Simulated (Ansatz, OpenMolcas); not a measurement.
# How methods differ on C2H5NSi (SMILES C[SiH2]C#N)

The species is C2H5NSi (9 atoms), meant as a singlet with charge 0. SMILES: `C[SiH2]C#N`. The coordinates come from a PBE0-D4/def2-TZVP relaxation.

```xyz
9

C    -0.6720    0.9311   -0.4975
Si   -0.1468   -0.5546    0.4883
C     1.6383   -0.9101    0.1298
N     2.7473   -1.1124   -0.1076
H    -0.5541    0.7461   -1.5668
H    -0.0728    1.8034   -0.2298
H    -1.7219    1.1604   -0.3009
H    -0.8933   -1.7794    0.1170
H    -0.2364   -0.3308    1.9503
```

Quantity: the vertical energy of the triplet above the singlet, in eV. The values are calculated.

```json
{"level": "HF/cc-pVDZ", "kind": "Hartree–Fock", "program": "OpenMolcas", "value (eV)": "5.19", "less CCSD(T)/cc-pVDZ": "-1.33", "CPU time (all runs)": "40 s"}
{"level": "PBE/cc-pVDZ", "kind": "GGA", "program": "Ansatz", "value (eV)": "6.20", "less CCSD(T)/cc-pVDZ": "-0.32", "CPU time (all runs)": "20 s"}
{"level": "revPBE/cc-pVDZ", "kind": "GGA", "program": "OpenMolcas", "value (eV)": "6.17", "less CCSD(T)/cc-pVDZ": "-0.35", "CPU time (all runs)": "2.6 min"}
{"level": "B3LYP/cc-pVDZ", "kind": "global hybrid", "program": "Ansatz", "value (eV)": "6.22", "less CCSD(T)/cc-pVDZ": "-0.30", "CPU time (all runs)": "13 s"}
{"level": "wB97M-V/cc-pVDZ", "kind": "range-separated hybrid", "program": "Ansatz", "value (eV)": "6.48", "less CCSD(T)/cc-pVDZ": "-0.04", "CPU time (all runs)": "3.8 min"}
{"level": "PBE-QIDH/cc-pVDZ", "kind": "double hybrid", "program": "Ansatz", "value (eV)": "6.42", "less CCSD(T)/cc-pVDZ": "-0.10", "CPU time (all runs)": "53 s"}
{"level": "CCSD(T)/cc-pVDZ", "kind": "coupled cluster or CI", "program": "Ansatz", "value (eV)": "6.52", "less CCSD(T)/cc-pVDZ": "0.00", "CPU time (all runs)": "49 s"}
{"level": "CCSD(T)/cc-pVDZ, open shells restricted", "kind": "coupled cluster or CI", "program": "OpenMolcas", "value (eV)": "6.52", "less CCSD(T)/cc-pVDZ": "0.00", "CPU time (all runs)": "2.6 min"}
```

Differences are taken from CCSD(T)/cc-pVDZ for orientation; it has basis-set and higher-order errors of its own. The values span 5.19 to 6.52 eV. Times are those of the runs behind each value, whatever else they computed, on shared processors of several kinds: orders of magnitude only.

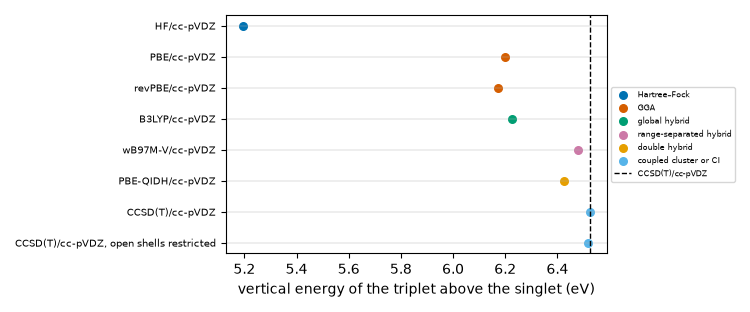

The values of the table, level by level.
